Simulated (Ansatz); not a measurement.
# SiH3OF (SMILES O[SiH2]F) at SVWN5/STO-3G

What is the energy change on altering one bond length of SiH3OF at SVWN5/STO-3G? 

The calculation is run with Ansatz 0.2.0.

71 further runs of the same task are left out: 10 that didn't finish, 61 set aside as unsound or not needed.

## Step 1: Starting point

SiH3OF has 6 atoms, charge 0, and is taken as a singlet. As SMILES, `O[SiH2]F`. The coordinates come from a PBE0-D4/def2-TZVP relaxation. This is one conformer, not always the lowest.

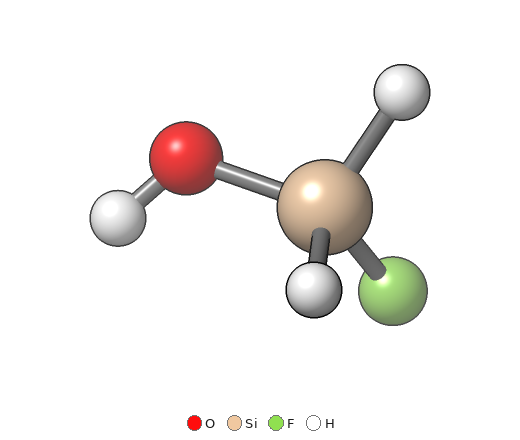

The structure, seen from a chosen angle (oxygen red, silicon light orange, fluorine green, hydrogen white).

## Step 2: A single-point energy at SVWN5/STO-3G

Input file run.yaml:

```yaml
crystal:
  periodic: [false, false, false]
  atoms:
    - symbol: O
      position_ang: [-0.853500, -0.209200, -0.924100]
    - symbol: Si
      position_ang: [0.378300, -0.009300, 0.123900]
    - symbol: F
      position_ang: [0.180800, -0.922800, 1.417800]
    - symbol: H
      position_ang: [-1.714200, 0.150200, -0.705600]
    - symbol: H
      position_ang: [1.595600, -0.458500, -0.575800]
    - symbol: H
      position_ang: [0.455100, 1.385600, 0.617600]
basis:
  gaussian:
    orbitals: STO-3G
accuracy: high
total_charge: 0
hamiltonian:
  xc: {name: SVWN5}
```

Started as:

```
ansatz run run.yaml --threads 1 --pin off --max-ram 2610MiB --events-out events.jsonl --progress --plain --runs-dir runs
```

The program printed:

```text
Warning: RAYON_NUM_THREADS=1 ignored (pool sized by the plan → 1); use --threads N
Functional definition: SVWN5
  name "SVWN5"
  exchange = slater_x
  correlation = vwn5_c
413 factors; integrals over basis functions are off by at most 3.1e-8 eV
mean field evaluation 1: about -12462.9746 eV, gradient 2.6e1 eV
mean field evaluation 2: about -12461.4678 eV, gradient 3.5e1 eV
mean field evaluation 4: about -12465.1387 eV, gradient 1.8e0 eV
mean field evaluation 8: about -12465.1039 eV, gradient 2.3e-2 eV
mean field evaluation 16: about -12465.1039 eV, gradient 1.3e-8 eV
mean field -12465.10390523 eV, -458.0841193664 hartree, gradient 1.2e-8 eV, S^2 0.000000; 0 other end points of the search recorded, 0 dependent functions left out
reference -12465.10390694 eV, -458.0841194291 hartree; 17, 17 occupied and 5, 5 virtual orbitals, 413 factors
Total energy: -12465.10390694 eV, -458.0841194291 hartree
```

Wall time 0.93 s (1 thread of Arm Neoverse V1, shared host); peak memory 0.095 GiB.

## Step 3: The distorted shape, same level

Input file in.yaml:

```yaml
crystal:
  periodic: [false, false, false]
  atoms:
    - symbol: O
      position_ang: [-0.804122, 0.019189, -1.247594]
    - symbol: Si
      position_ang: [0.427678, 0.219089, -0.199594]
    - symbol: F
      position_ang: [0.180800, -0.922800, 1.417800]
    - symbol: H
      position_ang: [-1.664822, 0.378589, -1.029094]
    - symbol: H
      position_ang: [1.644978, -0.230111, -0.899294]
    - symbol: H
      position_ang: [0.504478, 1.613989, 0.294106]
basis:
  gaussian: {orbitals: STO-3G}
accuracy: high
hamiltonian: {xc: {name: SVWN5}}
```

Started as:

```
ansatz run in.yaml --threads 1 --pin off --max-ram 2610MiB --events-out events.jsonl --progress --plain --runs-dir runs
```

The program printed:

```text
Warning: RAYON_NUM_THREADS=1 ignored (pool sized by the plan → 1); use --threads N
[... 4 set-up lines as earlier in the session ...]
406 factors; integrals over basis functions are off by at most 3.7e-8 eV
mean field evaluation 1: about -12461.0231 eV, gradient 2.8e1 eV
mean field evaluation 2: about -12450.3771 eV, gradient 6.3e1 eV
mean field evaluation 4: about -12463.7440 eV, gradient 7.2e0 eV
mean field evaluation 8: about -12463.8724 eV, gradient 4.8e-2 eV
mean field evaluation 16: about -12463.8724 eV, gradient 2.9e-7 eV
mean field -12463.87240055 eV, -458.0388624041 hartree, gradient 1.7e-8 eV, S^2 0.000000; 0 other end points of the search recorded, 0 dependent functions left out
reference -12463.87240225 eV, -458.0388624666 hartree; 17, 17 occupied and 5, 5 virtual orbitals, 406 factors
Total energy: -12463.87240225 eV, -458.0388624666 hartree
```

Wall time 0.93 s (1 thread of Arm Neoverse V1, shared host); peak memory 0.096 GiB.

## Step 4: Summary of results

At SVWN5/STO-3G:

| quantity | value |
| --- | --- |
| first shape: total energy | -458.08412 Eh |
| distorted shape: total energy | -458.03886 Eh |
| energy change with the Si2–F3 bond stretched from 1.596 to 1.995 Å | 1.232 eV |

What this shows: With the Si2–F3 bond stretched from 1.596 to 1.995 Å the energy rises by 1.23 eV (119 kJ/mol). The first shape isn't relaxed at this level, so the change isn't measured from a minimum. The minimal basis adds a large error of its own.
